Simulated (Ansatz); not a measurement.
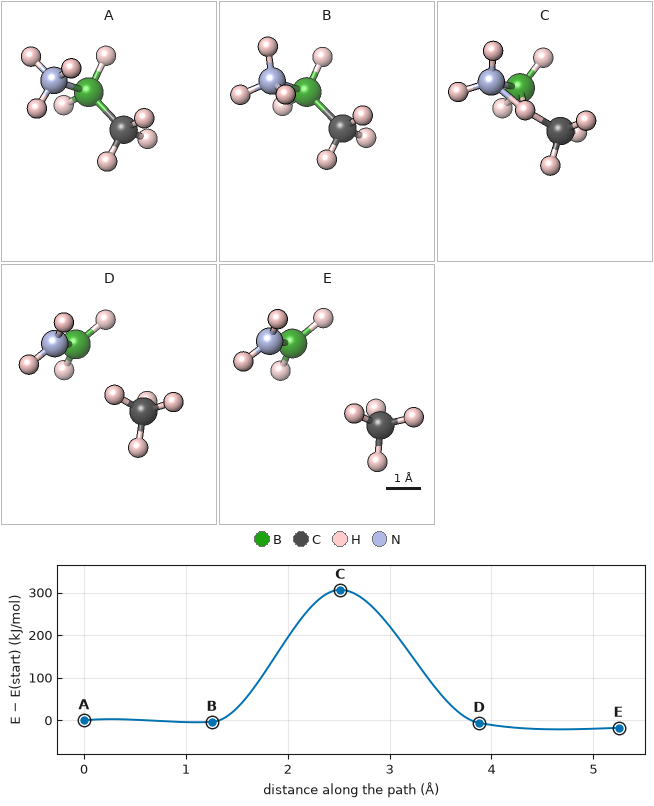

NEB run on CH₈BN. Images are numbered from 0 (start) to 4 (end). Frames A to E are images 0, 1, 2, 3, 4. Style: ball-and-stick. Shown from a free direction.

Level of theory: RHF/STO-3G in Ansatz 0.2.0. Settings: 3 movable images; climbing image.

### Describe the mechanism and the energy profile.

Breaking: B–C (1.61 → 3.63 Å), H–N (1.02 → 3.30 Å). Forming: C–H (2.82 → 1.09 Å). The highest point, image 2, lies 306.4 kJ/mol above the start and 324.0 kJ/mol above the end; the end is at −17.6 kJ/mol relative to the start. The band converged in 23 iterations. The largest component of the band force went from 7.8 to 0.027 eV/Å. The climbing image converged on the top of the path. Its curvatures weren't checked. The largest force component is 1.76 eV/Å at the start and 1.50 eV/Å at the end; an end with forces this large is no minimum, and the barrier measured from it can be far off.

Limits of the set-up: STO-3G is a minimal basis, so the numbers are rough.

The run took 20 s on 2 threads of Arm Neoverse V1 (shared host).
